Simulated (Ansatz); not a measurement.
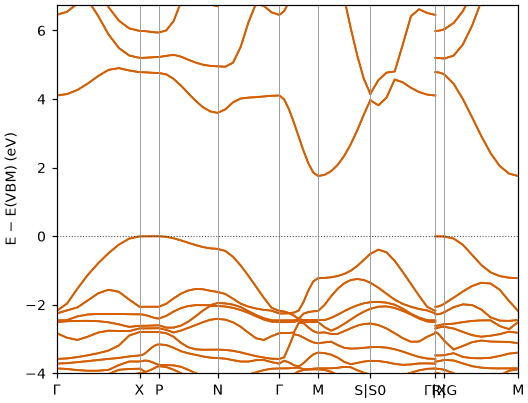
Figure. Band structure from r²SCAN+D4 with spin–orbit coupling (plane waves, PAW; program Ansatz)

Problem. Read off the gap and where the band edges lie.

Solution. About 1.8 eV (1.76 eV by a search for the band edges); maximum at P, minimum at M.

The material is HgF in space group I4/mmm (No. 139; Hg on 4e, F on 4e).

The workflow started from a Materials Project entry (that database holds measured and hypothetical structures alike); the Crystallography Open Database files this formula in space group No. 139, but the cells were not matched. Its standing as an ambient phase is unchecked. The r²SCAN+D4 relaxation kept the symmetry of its start; whether a distortion lowers the energy is not shown.

Potentials: the later of the program's two PAW sets.
